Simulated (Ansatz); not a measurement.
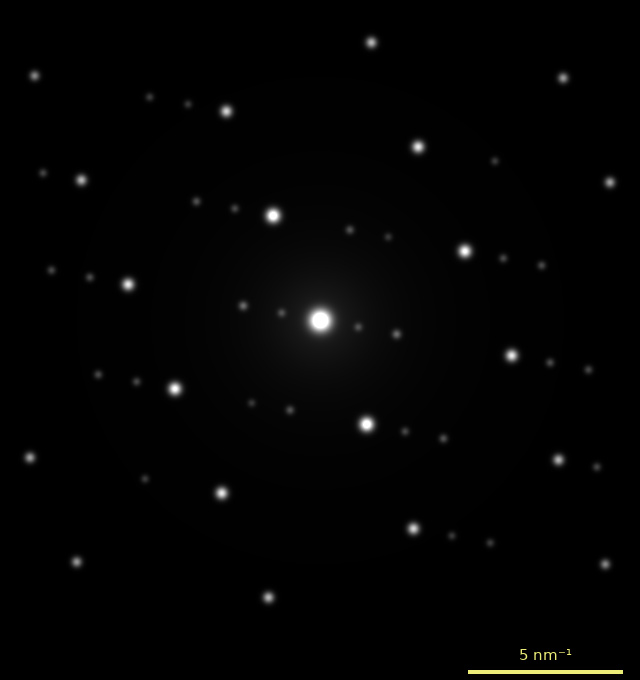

Simulated selected-area electron diffraction pattern (120 kV, kinematic approximation, thin crystal, B = 0.5 Å² for all atoms).

It belongs to Zn3Se2, space group R-3m (No. 166), a = 3.77 Å, c = 23.63 Å (hexagonal axes). Structure: coordinates from a relaxation with Ansatz, DFT PBE, scalar-relativistic, plane waves, PAW; the starting structure was generated, so it need not be a known form of this composition.

| atom | site | symmetry | x | y | z |
| --- | --- | --- | --- | --- | --- |
| Zn | 3a | -3m | 0.0000 | 0.0000 | 0.0000 |
| Zn | 6c | 3m | 0.0000 | 0.0000 | 0.2038 |
| Se | 6c | 3m | 0.3333 | 0.6667 | 0.0659 |

Which low-index zone axis gives this pattern?

The spots form an oblique net whose two shortest vectors correspond to d = 7.88 Å and 3.24 Å, 82.1° apart. They index as 0 0 3 (weak) and 0 -1 1 (weak), so the zone axis is [100] (or an equivalent direction of <100>).

List the strongest reflections.

Strongest reflections with d > 1.03 Å, one of each family (|F|² from tabulated Gaussian fits of the electron scattering factors, times a small damping for the curvature of the Ewald sphere):

```tsv
hkl	d (Å)	I (strongest = 100)
0 1 5	2.687	100
0 1 -10	1.915	55
0 0 15	1.576	35
0 2 -5	1.544	35
0 2 10	1.344	25
0 3 0	1.089	15
```
